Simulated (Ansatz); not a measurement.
# BClHO radical (SMILES [O]BCl): one structure at several levels

The atoms stand at a structure displaced at random from a GFN2-xTB minimum. How far do the functionals agree with CCSD(T) there?

Computed with Ansatz 0.2.0, Gaussian basis. Level: single points in def2-TZVPP.

Correlated methods freeze the cores. Orbitals are unrestricted.

### Step 1. Starting geometry

SMILES `[O]BCl`, 4 atoms, charge 0, spin multiplicity 2.

Atoms are counted from 1 here; the program's logs count them from 0.

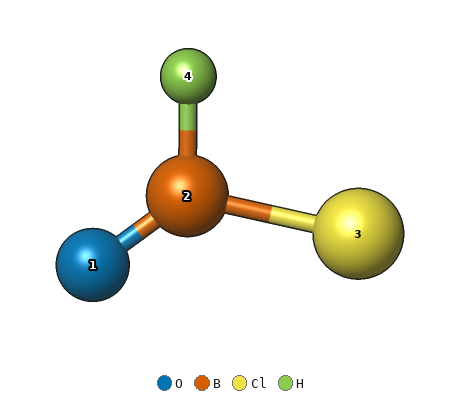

Start geometry, drawn with oxygen blue, boron orange, chlorine yellow, hydrogen green; atoms are numbered from 1 in the order of the file.

Coordinates:

```csv
atom,x (Å),y (Å),z (Å)
O1,1.3892,0.1380,-0.3544
B2,0.2178,-0.0718,-0.0253
Cl3,-1.3276,0.8816,-0.3512
H4,-0.1946,-0.9699,0.7635
```

### Step 2. CCSD(T)/def2-TZVPP

Input file run/in.yaml:

```yaml
crystal:
  periodic: [false, false, false]
  atoms:
    - {symbol: O, position_ang: [1.389200, 0.138000, -0.354400]}
    - {symbol: B, position_ang: [0.217800, -0.071800, -0.025300]}
    - {symbol: Cl, position_ang: [-1.327600, 0.881600, -0.351200]}
    - {symbol: H, position_ang: [-0.194600, -0.969900, 0.763500]}
basis:
  gaussian: {orbitals: def2-TZVPP}
magnetization: {spin_polarized: true, initial_magnetization: 1}
correlation: {method: ccsd_t}
scf: {omitted_lower_state_checks: [cluster_reference]}
output: {forces: true}
```

No record of the launch command was kept for these runs.

### Step 3. PBE0-D4/def2-TZVPP

Edit run/in.yaml of step 2 so:

```diff
@@ -10,4 +10,3 @@
 magnetization: {spin_polarized: true, initial_magnetization: 1}
-correlation: {method: ccsd_t}
-scf: {omitted_lower_state_checks: [cluster_reference]}
-output: {forces: true}
+hamiltonian: {xc: pbe0, dispersion: d4}
+output: {forces: true, orbitals: {seedname: orbitals}}
```

### Step 4. wB97M-V/def2-TZVPP

Edit run/in.yaml of step 3 so:

```diff
@@ -10,3 +10,3 @@
 magnetization: {spin_polarized: true, initial_magnetization: 1}
-hamiltonian: {xc: pbe0, dispersion: d4}
-output: {forces: true, orbitals: {seedname: orbitals}}
+hamiltonian: {xc: {name: wB97M-V}}
+output: {forces: true}
```

### Step 5. r2SCAN-D4/def2-TZVPP

Edit run/in.yaml of step 4 so:

```diff
@@ -10,3 +10,3 @@
 magnetization: {spin_polarized: true, initial_magnetization: 1}
-hamiltonian: {xc: {name: wB97M-V}}
+hamiltonian: {xc: r2scan, dispersion: d4}
 output: {forces: true}
```

### Step 6. PBE-D4/def2-TZVPP

Edit run/in.yaml of step 5 so:

```diff
@@ -10,3 +10,3 @@
 magnetization: {spin_polarized: true, initial_magnetization: 1}
-hamiltonian: {xc: r2scan, dispersion: d4}
+hamiltonian: {xc: pbe, dispersion: d4}
 output: {forces: true}
```

### Step 7. BHLYP-D4/def2-TZVPP

Edit run/in.yaml of step 6 so:

```diff
@@ -10,3 +10,3 @@
 magnetization: {spin_polarized: true, initial_magnetization: 1}
-hamiltonian: {xc: pbe, dispersion: d4}
+hamiltonian: {xc: {name: BHLYP}, dispersion: d4}
 output: {forces: true}
```

### Step 8. wB97X-V/def2-TZVPP

Edit run/in.yaml of step 7 so:

```diff
@@ -10,3 +10,3 @@
 magnetization: {spin_polarized: true, initial_magnetization: 1}
-hamiltonian: {xc: {name: BHLYP}, dispersion: d4}
+hamiltonian: {xc: {name: wB97X-V}}
 output: {forces: true}
```

(Steps that only read results are left out.)

**Question.** What will these runs give? Wanted: energy less free atoms, CCSD(T)/def2-TZVPP; RMS force component; RMS force error; HOMO and LUMO, PBE0-D4; T1 diagnostic.

**Answer**, as computed:

```
                                  quantity                                                                                            value
energy less free atoms, CCSD(T)/def2-TZVPP                                                                                   -1307.0 kJ/mol
                       RMS force component                                                             1.346 to 1.940 eV/Å over the methods
                           RMS force error  PBE0-D4 0.392, wB97M-V 0.306, r2SCAN-D4 0.485, PBE-D4 0.615, BHLYP-D4 0.223, wB97X-V 0.161 eV/Å
                    HOMO and LUMO, PBE0-D4                                                                               -9.29 and -5.80 eV
                             T1 diagnostic                                                                                            0.040
```

Against CCSD(T) the functionals' energies less atoms differ by -142.1 to +0.3 kJ/mol, PBE-D4 by -142.1 kJ/mol. CCSD(T) in triple zeta still lacks some correlation energy of the bonds, so part of these gaps is its own basis error and they don't rank the functionals. The forces of wB97X-V come nearest to CCSD(T), those of PBE-D4 are farthest. Frozen-core CCSD(T) forces in triple zeta carry basis errors of their own, and this is one geometry, so small gaps rank nothing.
